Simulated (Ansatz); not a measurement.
Pulling on the C3–H7 bond in propyne (SMILES C#CC) (multiplicity 1 held, fragments rigid). Energies count from the point at 1.062 Å.
Geometry at that point (charge 0, multiplicity 1):
```xyz
7

C     -1.220    -0.126    -0.157
C      0.215     0.022     0.028
C      1.399     0.144     0.180
H     -1.446    -1.007    -0.761
H     -1.640     0.746    -0.662
H     -1.727    -0.236     0.803
H      2.446     0.252     0.315
```

R- and RO- levels are restricted; in cc, def2 and unpolarised 6-31G sets they are followed outwards from rest. U- levels take the lowest unrestricted solution at each point, which mixes spins at long bonds. Curves can end on different states.

Correlated levels freeze the cores.

Programs: Ansatz (a program for electronic structure) with Gaussian orbitals. 

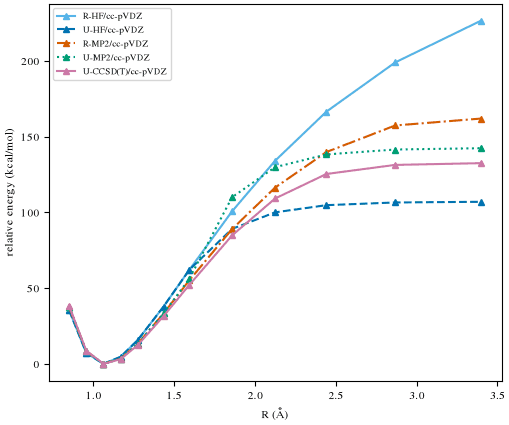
Relative energy along the coordinate

Task: Read off the U-HF/cc-pVDZ curve at R = 2.442.

Result: about 100 kcal/mol

Doubts at one or more of the structures used: a restricted determinant that unrestricted orbitals would lower (R-HF/cc-pVDZ, R-MP2/cc-pVDZ); a spin-contaminated determinant (U-HF/cc-pVDZ, U-MP2/cc-pVDZ, U-CCSD(T)/cc-pVDZ); T1 above 0.05 (U-CCSD(T)/cc-pVDZ); the program's own flag: large difference (U-CCSD(T)/cc-pVDZ).
